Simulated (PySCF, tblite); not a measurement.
# C3H13B2N3: geometry, infrared bands and NMR shifts

Aim: predict the infrared bands and NMR shifts of C3H13B2N3 (`CBN(C)B(N)NC`).

Programs: tblite 0.8.0 and PySCF 2.14.0, with density-fitted response routines of our own. Each step states its level of theory. These are calculated values for one molecule in the gas phase, unless marked as measured. Atoms are numbered from 0 throughout.

## Step 1: The molecule as given

21 atoms, charge 0, multiplicity 1; geometry from: force field or distance geometry start.

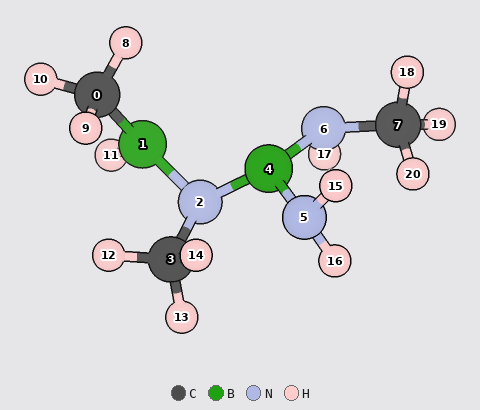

The starting geometry (carbon dark grey, boron green, nitrogen light blue, hydrogen pink), atoms numbered; sticks join atoms by distance.

## Step 2: Optimising the geometry with GFN2-xTB

Job settings and geometry (Å):

```
{"job": {"kind": "relax", "xc": "GFN2-xTB", "basis": "xTB"}, "charge": 0, "multiplicity": 1}
C     -2.469200     1.416200     0.412600
B     -1.720700     0.635600    -0.755700
N     -0.727400    -0.488900    -0.500600
C     -1.281900    -1.595600     0.215100
B      0.541500    -0.034300     0.201000
N      1.164500    -1.067400     1.129900
N      1.536200     0.757300    -0.666700
C      2.886800     0.696500    -0.151900
H     -1.908000     2.280100     0.788000
H     -2.681500     0.711600     1.255300
H     -3.475900     1.788100     0.068800
H     -2.315600     0.600000    -1.776500
H     -2.389200    -1.485900     0.360400
H     -1.143000    -2.578800    -0.306300
H     -0.804000    -1.673500     1.226900
H      1.766800    -0.617700     1.858100
H      1.663000    -1.808000     0.584400
H      1.511500     0.428100    -1.665400
H      3.108600     1.546000     0.539300
H      3.604100     0.777900    -1.002700
H      3.124600    -0.270400     0.340200
```

On the command line:

```bash
$ OMP_NUM_THREADS=1 python probes_run.py task.json out
```

One launch serves the whole session: the jobs run in the order shown.

Log:

```text
step      E/eV     max force
  0    -660.26873    3.787
  1    -660.85940    2.592
  2    -661.22997    1.232
  3    -661.33975    0.760
  4    -661.41740    0.715
  5    -661.47305    0.661
  6    -661.58384    1.022
  7    -661.66705    0.755
  8    -661.73852    0.636
  9    -661.78823    0.530
 10    -661.83405    0.557
 11    -661.87565    0.468
 12    -661.90499    0.778
 13    -661.92778    0.765
 14    -661.95314    0.599
 15    -661.98286    0.341
 16    -662.01192    0.368
 17    -662.04239    0.393
 18    -662.07246    0.370
 19    -662.10071    0.346
 20    -662.12847    0.713
 21    -662.16207    0.528
 22    -662.20167    0.511
 23    -662.27495    0.573
 24    -662.31899    0.509
 25    -662.40665    0.633
 26    -662.47045    0.968
 27    -662.51683    0.616
 28    -662.56266    0.512
 29    -662.59559    0.482
 30    -662.65288    0.576
 31    -662.67773    0.452
 32    -662.71170    0.396
 33    -662.72725    0.377
 34    -662.74481    0.432
 35    -662.76103    0.288
 36    -662.78264    0.300
 37    -662.80477    0.373
 38    -662.82493    0.424
 39    -662.85525    0.417
 40    -662.88878    0.489
 41    -662.91492    0.580
 42    -662.93832    0.639
 43    -662.95747    0.446
 44    -662.97310    0.297
 45    -662.99986    0.308
 46    -663.02628    0.402
 47    -663.04942    0.341
 48    -663.06892    0.274
 49    -663.08849    0.400
 50    -663.10384    0.342
 51    -663.11152    0.660
 52    -663.13247    0.325
 53    -663.14880    0.267
 54    -663.16579    0.261
 55    -663.17497    0.360
 56    -663.18478    0.304
 57    -663.19856    0.270
 58    -663.20980    0.208
 59    -663.22251    0.353
 60    -663.23470    0.268
 61    -663.24955    0.304
 62    -663.26400    0.327
 63    -663.27704    0.250
 64    -663.28836    0.264
 65    -663.29586    0.209
 66    -663.30444    0.183
 67    -663.31207    0.174
 68    -663.31752    0.185
 69    -663.32198    0.149
 70    -663.32696    0.149
 71    -663.33108    0.140
 72    -663.33350    0.105
 73    -663.33493    0.128
 74    -663.33619    0.126
 75    -663.33758    0.092
 76    -663.33909    0.074
 77    -663.33991    0.086
 78    -663.34085    0.061
 79    -663.34174    0.054
 80    -663.34259    0.060
 81    -663.34332    0.050
 82    -663.34392    0.057
 83    -663.34440    0.055
 84    -663.34492    0.049
 85    -663.34560    0.077
 86    -663.34648    0.076
 87    -663.34740    0.081
 88    -663.34835    0.073
 89    -663.34954    0.077
 90    -663.35124    0.097
 91    -663.35330    0.100
 92    -663.35536    0.090
 93    -663.35728    0.094
 94    -663.35954    0.117
 95    -663.36218    0.143
 96    -663.36531    0.122
 97    -663.36769    0.115
 98    -663.36916    0.080
 99    -663.37031    0.088
100    -663.37166    0.078
101    -663.37283    0.076
102    -663.37394    0.073
103    -663.37502    0.068
104    -663.37616    0.070
105    -663.37690    0.048
106    -663.37746    0.055
107    -663.37798    0.050
108    -663.37870    0.069
109    -663.37951    0.079
110    -663.38027    0.066
111    -663.38097    0.059
112    -663.38161    0.058
113    -663.38225    0.055
114    -663.38291    0.057
115    -663.38357    0.069
116    -663.38425    0.057
117    -663.38488    0.063
118    -663.38556    0.064
119    -663.38644    0.082
120    -663.38761    0.105
121    -663.38887    0.091
122    -663.38985    0.066
123    -663.39022    0.048
124    -663.39078    0.044
125    -663.39117    0.048
126    -663.39175    0.049
127    -663.39234    0.051
128    -663.39319    0.063
129    -663.39402    0.069
130    -663.39503    0.068
131    -663.39615    0.073
132    -663.39747    0.068
133    -663.39869    0.084
134    -663.39952    0.058
135    -663.40010    0.068
136    -663.40075    0.059
137    -663.40165    0.057
138    -663.40212    0.043
139    -663.40241    0.034
140    -663.40263    0.031
141    -663.40285    0.021
142    -663.40295    0.017
143    -663.40301    0.016
144    -663.40306    0.014
145    -663.40314    0.018
146    -663.40322    0.019
147    -663.40329    0.024
148    -663.40336    0.025
149    -663.40344    0.020
150    -663.40353    0.019
151    -663.40361    0.019
152    -663.40367    0.020
153    -663.40373    0.021
154    -663.40382    0.020
155    -663.40392    0.025
156    -663.40403    0.024
157    -663.40417    0.027
158    -663.40435    0.032
159    -663.40460    0.035
160    -663.40489    0.045
161    -663.40512    0.039
162    -663.40527    0.027
163    -663.40536    0.021
164    -663.40544    0.022
165    -663.40553    0.026
166    -663.40566    0.029
167    -663.40582    0.032
168    -663.40599    0.027
169    -663.40612    0.020
170    -663.40622    0.025
171    -663.40629    0.019
172    -663.40634    0.019
173    -663.40638    0.012
174    -663.40642    0.013
175    -663.40646    0.014
176    -663.40653    0.016
177    -663.40660    0.019
178    -663.40666    0.018
179    -663.40671    0.018
180    -663.40678    0.022
181    -663.40685    0.022
182    -663.40692    0.018
183    -663.40700    0.022
184    -663.40713    0.027
185    -663.40732    0.037
186    -663.40755    0.043
187    -663.40772    0.032
188    -663.40781    0.021
189    -663.40786    0.021
190    -663.40791    0.014
191    -663.40797    0.013
192    -663.40800    0.012
193    -663.40804    0.013
194    -663.40807    0.012
195    -663.40810    0.009
```

Wall time 1.1 s (1 thread of Arm Neoverse V2, shared host).

Relaxation path: (not every step is listed)

```
step  energy from step 0 (eV)  largest force (eV/Å)
   0                   0.0000                3.7866
   1                  -0.5907                2.5923
   2                  -0.9612                1.2323
   3                  -1.0710                0.7600
   4                  -1.1487                0.7149
   5                  -1.2043                0.6605
   6                  -1.3151                1.0222
   7                  -1.3983                0.7554
   8                  -1.4698                0.6356
  26                  -2.2017                0.9679
  44                  -2.7044                0.2972
  62                  -2.9953                0.3269
  80                  -3.0739                0.0600
  98                  -3.1004                0.0801
 116                  -3.1155                0.0573
 134                  -3.1308                0.0585
 152                  -3.1349                0.0203
 170                  -3.1375                0.0250
 188                  -3.1391                0.0207
 190                  -3.1392                0.0142
 191                  -3.1392                0.0130
 192                  -3.1393                0.0118
 193                  -3.1393                0.0135
 194                  -3.1393                0.0119
 195                  -3.1394                0.0088
```

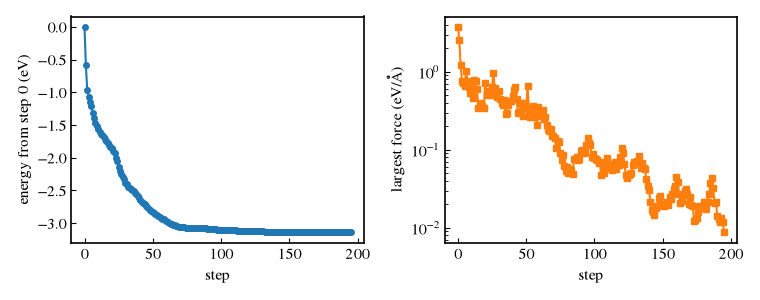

Energy and force, step by step.

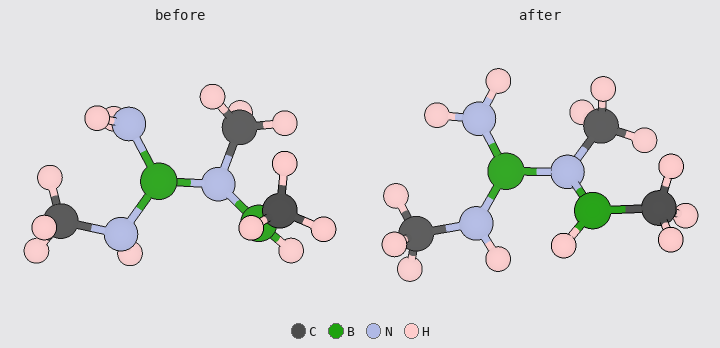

The geometry before (left) and after (right).

Close pairs (by a distance rule), those that changed most:

```
  bond  before (Å)  after (Å)  change (Å)
 B4–N6       1.539      1.407      -0.133
 B1–N2       1.522      1.393      -0.129
 B4–N5       1.523      1.410      -0.112
 N2–B4       1.520      1.473      -0.047
N6–H17       1.052      1.007      -0.045
N5–H15       1.047      1.003      -0.044
N5–H16       1.046      1.002      -0.044
C0–H10       1.127      1.090      -0.037
```

The final coordinates are the input of the step that follows.

## Step 3: Harmonic vibrations with GFN2-xTB

Job settings and geometry (Å):

```
{"job": {"kind": "ir", "xc": "GFN2-xTB", "basis": "xTB"}, "charge": 0, "multiplicity": 1}
C     -2.892322     1.123893     0.124192
B     -1.304161     1.016195     0.084705
N     -0.642161    -0.204524     0.191440
C     -1.394470    -1.436870     0.389212
B      0.824529    -0.335972     0.222427
N      1.407165    -1.373062     0.980304
N      1.606530     0.536440    -0.555928
C      3.041056     0.660259    -0.633256
H     -3.236955     2.154780     0.091296
H     -3.306809     0.673653     1.025430
H     -3.351931     0.607972    -0.719248
H     -0.659146     1.994660    -0.016038
H     -2.341474    -1.391783    -0.145948
H     -0.827516    -2.290059     0.015820
H     -1.613069    -1.601220     1.449581
H      2.397919    -1.492520     1.077016
H      0.878995    -1.956240     1.601192
H      1.123539     1.264516    -1.055841
H      3.407207     1.521677    -0.060565
H      3.359594     0.781680    -1.672425
H      3.514562    -0.236533    -0.239135
```

Log:

```text
mode    cm-1     km/mol
  1      48.6      0.52
  2      61.3      0.49
  3      94.9      1.89
  4     118.6      0.26
  5     127.1      0.49
  6     133.4      0.68
  7     195.5      1.03
  8     254.2      0.24
  9     306.6     24.27
 10     315.7      7.55
 11     342.9     37.32
 12     359.8    104.74
 13     415.9      3.77
 14     440.4      4.58
 15     510.1      2.15
 16     541.6      6.95
 17     579.0    143.71
 18     644.7     45.08
 19     714.0      4.40
 20     831.0     12.28
 21     883.3      2.13
 22     894.6    115.53
 23     959.2     22.84
 24    1001.9     10.63
 25    1074.7     21.65
 26    1086.5     25.33
 27    1105.0      3.36
 28    1112.8      4.06
 29    1124.9     94.20
 30    1183.5      9.85
 31    1244.2    215.51
 32    1340.9     73.75
 33    1391.5     34.24
 34    1401.3    202.21
 35    1412.6    170.54
 36    1426.7    168.37
 37    1460.3    237.40
 38    1487.5      6.75
 39    1491.9      4.20
 40    1496.6     35.80
 41    1502.9     21.79
 42    1516.9      3.73
 43    1520.3      3.08
 44    1541.1    152.96
 45    2571.8    198.87
 46    2892.6     79.00
 47    2921.9     58.18
 48    2950.6     72.75
 49    2990.7     38.93
 50    2992.2     52.97
 51    3008.0     23.76
 52    3012.4     49.07
 53    3024.7     35.02
 54    3036.6     54.38
 55    3483.6      0.55
 56    3536.9      0.81
 57    3575.1      1.27
```

Run time: 0.58 s. Hardware: 1 thread of Arm Neoverse V2, shared host.

Which atoms move in the most intense modes:

```
cm⁻¹  km/mol                                  atoms
 579   143.7             H17 64 %, B4 10 %, N6 10 %
1244   215.5             B4 32 %, N2 24 %, H17 16 %
1401   202.2   H12 14 %, B1 13 %, N2 12 %, H14 11 %
1413   170.5  H20 27 %, H18 16 %, H19 15 %, C7 14 %
1427   168.4   B1 24 %, N2 23 %, H13 17 %, H14 15 %
1460   237.4   N6 28 %, B4 26 %, H18 13 %, H19 10 %
1541   153.0            H15 37 %, H16 35 %, N5 14 %
2572   198.9                               H11 92 %
```

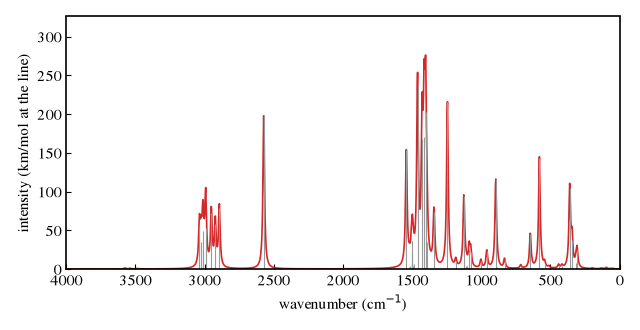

The infrared spectrum from these modes, unscaled. Lines are broadened to a width of 14 cm⁻¹ (Lorentzian).

## Step 4: Shielding tensors: PBE0/pcSseg-1

The job, as its differences from that of step 3:

```diff
@@ -1,2 +1,2 @@
-{"job": {"kind": "ir", "xc": "GFN2-xTB", "basis": "xTB"}, "charge": 0, "multiplicity": 1}
+{"job": {"kind": "nmr", "xc": "PBE0", "basis": "pcSseg-1"}, "charge": 0, "multiplicity": 1}
 C     -2.892322     1.123893     0.124192
```

Method: GIAO PBE0/pcSseg-1 NMR shielding, non-relativistic, gas phase.

Log:

```text
coarse grid: 16680 points
cycle   1  E = -335.6733266963  dE =  8.014e-01  |g| = 5.966e-01  |ddm| = 3.780e+00
cycle   2  E = -335.6534995419  dE =  1.983e-02  |g| = 6.866e-01  |ddm| = 1.076e+00
cycle   3  E = -335.7609532871  dE = -1.075e-01  |g| = 7.037e-02  |ddm| = 5.900e-01
cycle   4  E = -335.7618079275  dE = -8.546e-04  |g| = 3.247e-02  |ddm| = 6.626e-02
cycle   5  E = -335.7620269832  dE = -2.191e-04  |g| = 9.334e-03  |ddm| = 2.535e-02
cycle   6  E = -335.7620448243  dE = -1.784e-05  |g| = 2.498e-03  |ddm| = 8.166e-03
cycle   7  E = -335.7620461734  dE = -1.349e-06  |g| = 5.128e-04  |ddm| = 2.132e-03
final grid: 158856 points
cycle   8  E = -335.7995264637  dE = -5.464e-05  |g| = 1.076e-02  |ddm| = 3.215e-02
cycle   9  E = -335.7995172470  dE =  9.217e-06  |g| = 1.273e-02  |ddm| = 1.762e-02
cycle  10  E = -335.7995537646  dE = -3.652e-05  |g| = 1.001e-03  |ddm| = 9.182e-03
cycle  11  E = -335.7995539772  dE = -2.126e-07  |g| = 3.139e-04  |ddm| = 8.560e-04
cycle  12  E = -335.7995539963  dE = -1.911e-08  |g| = 9.907e-05  |ddm| = 2.559e-04
cycle  13  E = -335.7995539984  dE = -2.110e-09  |g| = 2.802e-05  |ddm| = 9.747e-05
cycle  14  E = -335.7995539986  dE = -1.583e-10  |g| = 6.477e-06  |ddm| = 2.222e-05
converged SCF energy = -335.7995539986

GIAO shielding tensors (ppm)
atom      isotropic    diamagn.    paramagn.     s11        s22        s33       span
  0 C      183.732     252.973     -69.241    172.228    187.127    191.839     19.611
  1 B       57.278     197.000    -139.722     12.702     45.017    114.114    101.412
  2 N      120.997     327.343    -206.346    -16.868    143.928    235.932    252.801
  3 C      151.495     247.196     -95.701    135.349    138.582    180.554     45.204
  4 B       77.133     198.082    -120.949     53.570     75.447    102.381     48.811
  5 N      216.281     318.834    -102.553    183.988    225.265    239.591     55.603
  6 N      203.689     325.654    -121.965    167.591    207.252    236.225     68.634
  7 C      155.902     240.645     -84.742    132.407    149.784    185.516     53.109
  8 H       31.018      30.108       0.910     26.928     28.528     37.598     10.670
  9 H       31.544      31.224       0.319     26.836     30.788     37.008     10.172
 10 H       31.508      31.550      -0.042     27.142     30.305     37.077      9.935
 11 H       26.271      35.011      -8.740     23.930     24.439     30.445      6.515
 12 H       28.612      31.807      -3.196     23.721     29.153     32.962      9.241
 13 H       28.892      31.618      -2.726     24.217     29.126     33.333      9.116
 14 H       28.882      31.066      -2.184     25.485     26.121     35.039      9.554
 15 H       29.702      32.653      -2.951     22.390     28.531     38.186     15.796
 16 H       29.717      33.395      -3.677     22.725     28.772     37.655     14.930
 17 H       29.584      37.335      -7.751     20.164     31.359     37.229     17.065
 18 H       28.718      27.263       1.455     23.288     26.586     36.281     12.993
 19 H       28.819      27.114       1.705     23.750     26.732     35.976     12.226
 20 H       29.179      29.283      -0.105     24.509     29.188     33.839      9.330
```

Run time: 35 s. Hardware: 1 thread of Arm Neoverse V2, shared host; peak memory 0.89 GiB.

Shifts follow as δ = σ(reference) − σ, with reference shieldings (ppm) from runs at the same level and on the same kind of geometry: ¹H TMS 31.72, ¹³C TMS 186.9, ¹⁵N NH3 267.7, ¹¹B BF3·OEt2 100.1. The references are single molecules in the gas phase, so shifts against H2O, NH3, PH3, H3PO4 or CFCl3 are not on the usual liquid scales and can be off by tens of ppm. Atoms listed in one row are averaged.

```
        atoms                              environment  σ (ppm)  δ (ppm)  δ scaled to CDCl3
           C3                methyl carbon bonded to N    151.5     35.4               32.7
           C7                methyl carbon bonded to N    155.9     31.0               28.4
           C0                methyl carbon bonded to B    183.7      3.2                1.2
          H11       hydrogen on a boron bonded to C, N    26.27     5.45                  –
H12, H13, H14  hydrogen on a methyl carbon bonded to N    28.80     2.92               2.86
H18, H19, H20  hydrogen on a methyl carbon bonded to N    28.91     2.81               2.76
          H17    hydrogen on a nitrogen bonded to C, B    29.58     2.13                  –
     H15, H16       hydrogen on a nitrogen bonded to B    29.71     2.01                  –
  H8, H9, H10  hydrogen on a methyl carbon bonded to B    31.36     0.36               0.44
           B1                  boron bonded to C, N, H     57.3     42.8                  –
           B4                      boron bonded to 3 N     77.1     22.9                  –
           N2                nitrogen bonded to C, 2 B    121.0    146.7                  –
           N6               nitrogen bonded to C, B, H    203.7     64.0                  –
           N5                nitrogen bonded to B, 2 H    216.3     51.4                  –
```

The scaled column applies a straight-line fit of computed shieldings to shifts measured in CDCl3 (root-mean-square error 0.16 ppm for H, 1.9 ppm for C).

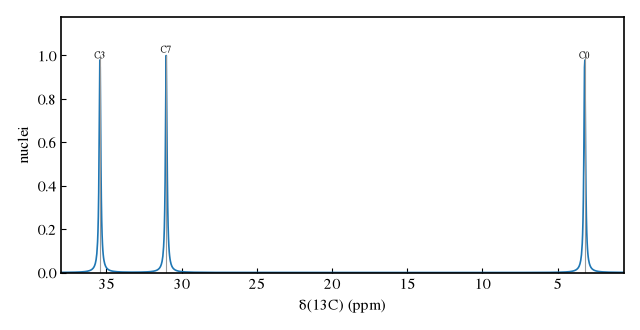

¹³C lines at the computed shifts, without couplings. Lines are broadened to a width of 0.13 ppm (Lorentzian).

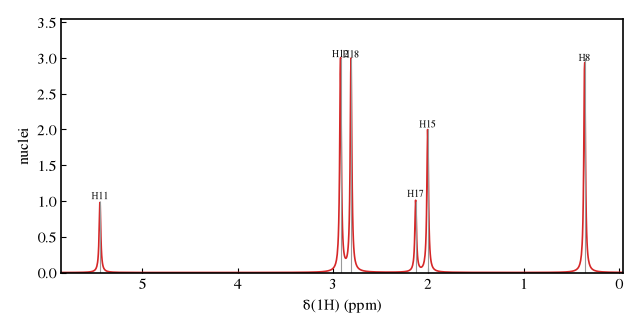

¹H lines at the computed shifts, without couplings. Lines are broadened to a width of 0.02 ppm (Lorentzian).

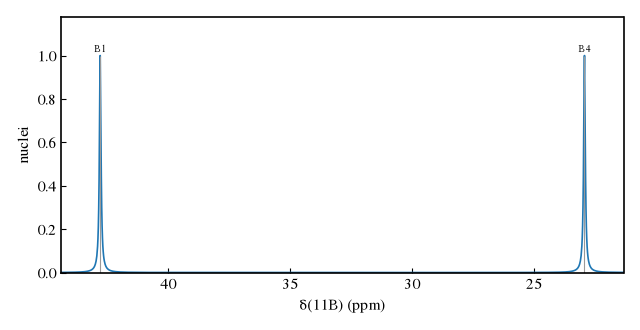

¹¹B lines at the computed shifts, without couplings. Lines are broadened to a width of 0.08 ppm (Lorentzian).

Charges from the same density, by scheme (e):

```
atoms  Mulliken    IAO  Hirshfeld  ESP fit
   C0     -0.56  -0.58      -0.20    -0.64
   B1      0.29   0.13       0.13     0.39
   N2     -0.65  -0.30      -0.16    -0.18
   C3     -0.11  -0.30      -0.06    -0.39
   B4      0.63   0.34       0.19     0.36
   N5     -0.50  -0.61      -0.27    -0.87
   N6     -0.56  -0.43      -0.20    -0.49
   C7     -0.09  -0.29      -0.06    -0.02
```

ESP fit charges:

C0 -0.64; B1 0.39; N2 -0.18; C3 -0.39; B4 0.36; N5 -0.87; N6 -0.49; C7 -0.02; H8 0.14; H9 0.15; H10 0.14; H11 -0.16; H12 0.14; H13 0.14; H14 0.14; H15 0.37; H16 0.35; H17 0.27; H18 0.05; H19 0.05; H20 0.06

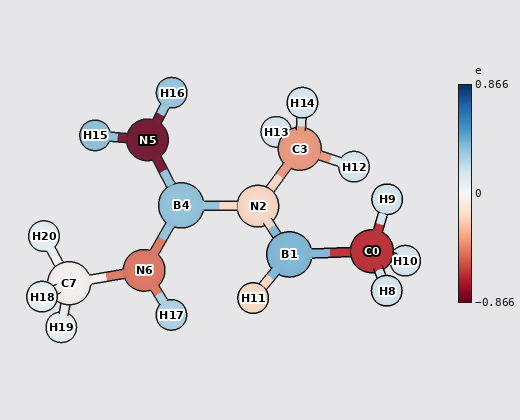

ESP fit charges, as colours on the atoms.

Mayer bond orders: C0–B1 1.01, B1–N2 1.31, N2–C3 0.97, N2–B4 0.92, B4–N5 1.19, B4–N6 1.18, N6–C7 0.99.

The fields below are evaluated on a grid from the run's orbitals.

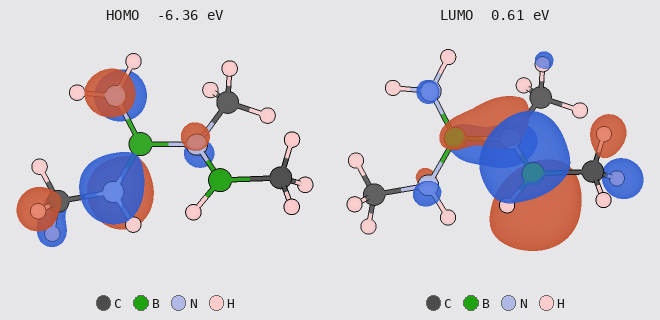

Frontier orbitals at PBE0/pcSseg-1; each surface holds 70 % of the orbital's density, blue and red mark the sign.

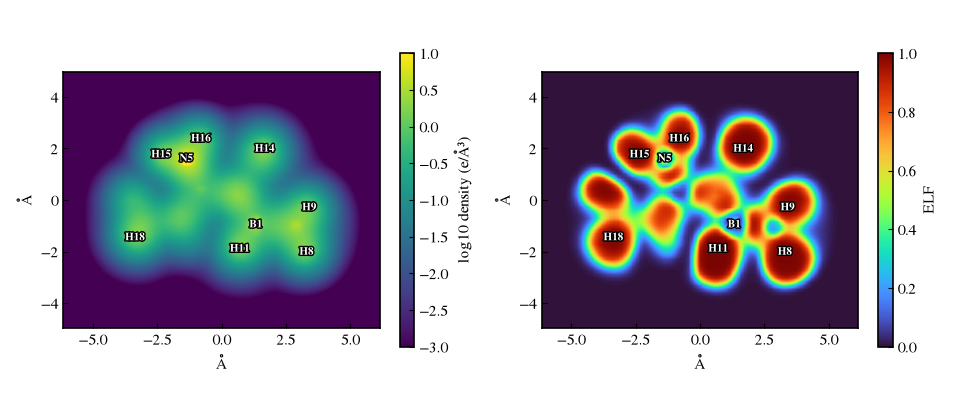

Density (left) and ELF (right) in a plane through or near 9 of the atoms.

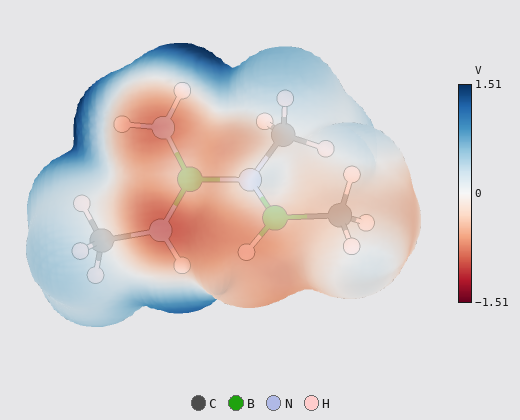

The potential that a unit positive charge feels on the 0.002 e/bohr³ surface, from -0.93 V near N6 to 1.51 V near H15.

## Step 5: Results

| quantity | value |
| --- | --- |
| strongest single infrared mode (GFN2-xTB) | 1460 cm⁻¹, 237 km/mol |
| zero-point energy (GFN2-xTB) | 111.1 kcal/mol |
| ¹³C shifts against TMS (PBE0/pcSseg-1) | 35.4, 31.0, 3.2 ppm |
| ¹H shifts against TMS (PBE0/pcSseg-1, means over atoms taken as alike) | 5.45, 2.92, 2.81, 2.13, 2.01, 0.36 ppm |
| ¹¹B shifts against BF3·OEt2 (PBE0/pcSseg-1) | 42.8, 22.9 ppm |
| ¹⁵N shifts against NH3 (PBE0/pcSseg-1) | 146.7, 64.0, 51.4 ppm |
| surface potential, least and greatest | -0.93 V and 1.51 V |

Relaxing lowered the energy by 3.139 eV in 195 steps; the close pair that moved most is B4–N6, from 1.539 to 1.407 Å. All 57 modes are real, so the xTB geometry is a minimum. The strongest single mode, at 1460 cm⁻¹, is carried by N6, B4, H18, H19. GFN2-xTB is a fitted tight-binding method: band positions and strengths are rough. Its intensities can rank the bands wrongly. At PBE0/pcSseg-1: The largest span, 253 ppm, is at N2, where the paramagnetic term is -206 ppm.
